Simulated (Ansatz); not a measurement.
Consider CH3ClZn (SMILES Cl[CH2][ZnH]).

```xyz
6

Cl    0.9881   -1.6873   -0.3036
C    -0.1997   -0.3551   -0.5721
Zn    0.0835    0.8975    0.9024
H     0.0074    0.0523   -1.5611
H    -1.1863   -0.8170   -0.5933
H     0.3492    1.8456    2.0815
```

Geometry: PBE0-D4/def2-TZVP.

All numbers below come from RKS PBE0-D4/def2-TZVPP in Ansatz.

> What can the converged electron density and electron localisation function tell about the bonding?

C–Cl (1.80 Å): ρ at the midpoint is about 1.2 e/Å³; the ELF peaks at about 0.85 between the atoms; a shared electron pair.
C–Zn (1.96 Å): ρ at the midpoint is about 0.78 e/Å³; the ELF peaks at about 0.95 in the valence shell of C, 0.7 Å from its nucleus, and is about 0.45 at the midpoint.
Zn–H (1.54 Å): ρ at the midpoint is about 1.2 e/Å³; the ELF climbs to about 1 towards the hydrogen.

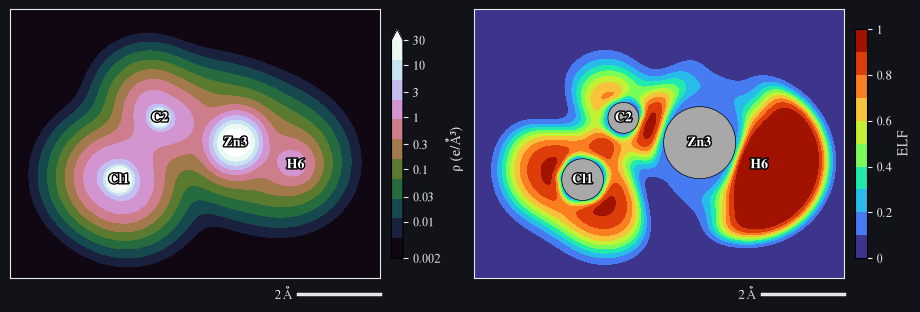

Computed electron density and electron localisation function on the plane of atoms Cl1, C2 and Zn3, in this order. Grey discs cover the atomic cores in the ELF map. 
